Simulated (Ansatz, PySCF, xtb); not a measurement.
Potential energy curve for Li₂, singlet.

- GFN1-xTB (xtb)
- UHF/LANL2DZ = PySCF with unrestricted Hartree-Fock/LANL2DZ
- UHF/aug-cc-pVQZ (Ansatz, an electronic-structure program)
- RHF/STO-3G = restricted Hartree-Fock/STO-3G run with PySCF

Energies are in kJ/mol, each relative to the lowest point of its own curve near equilibrium.

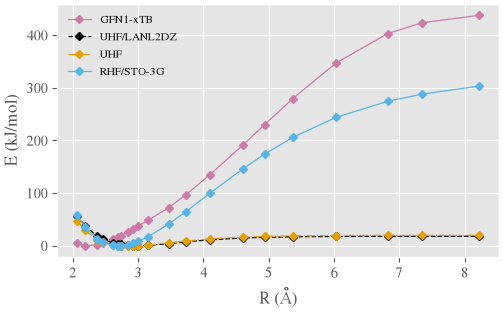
Fig. 1. Energy against bond length for each method.

| R / Å | GFN1-xTB | UHF/LANL2DZ | UHF | RHF/STO-3G |
|---|---|---|---|---|
| 2.07 | 4.7 | 57.1 | 46.8 | 59.2 |
| 2.19 | 0.0 | 37.8 | 29.0 | 36.0 |
| 2.38 | 1.6 | 17.5 | 10.9 | 12.6 |
| 2.46 | 4.3 | 12.0 | 6.2 | 6.7 |
| 2.62 | 12.0 | 5.4 | 1.0 | 0.6 |
| 2.69 | 16.0 | 3.8 | 0.2 | 0.0 |
| 2.74 | 19.1 | 2.5 | 0.1 | 0.2 |
| 2.85 | 26.4 | 0.7 | 0.2 | 2.2 |
| 2.92 | 31.3 | 0.2 | 0.0 | 4.6 |
| 3.00 | 37.1 | 0.0 | 0.2 | 8.1 |
| 3.15 | 48.0 | 0.6 | 1.3 | 16.7 |
| 3.47 | 72.3 | 4.0 | 5.3 | 41.1 |
| 3.73 | 96.5 | 7.3 | 8.8 | 64.4 |
| 4.10 | 134.6 | 11.2 | 12.9 | 99.5 |
| 4.61 | 191.8 | 14.7 | 16.4 | 146.5 |
| 4.94 | 230.2 | 15.9 | 17.8 | 174.2 |
| 5.37 | 279.6 | 16.9 | 18.7 | 205.8 |
| 6.03 | 347.1 | 17.5 | 19.4 | 243.8 |
| 6.82 | 403.0 | 17.8 | 19.6 | 274.3 |
| 7.35 | 423.7 | 17.8 | 19.7 | 288.0 |
| 8.22 | 437.7 | 17.9 | 19.7 | 303.2 |

At the longest distance, 8.22 Å, GFN1-xTB lies highest above its minimum (437.7 kJ/mol) and UHF/LANL2DZ lowest (17.9 kJ/mol).

The unrestricted determinant behind UHF/LANL2DZ, UHF is spin-contaminated at 2.07 to 8.22 Å (<S²> up to 1.0, against 0.00 for a pure singlet). The restricted form behind RHF/STO-3G keeps the bonding electrons paired and can't separate into open-shell fragments.
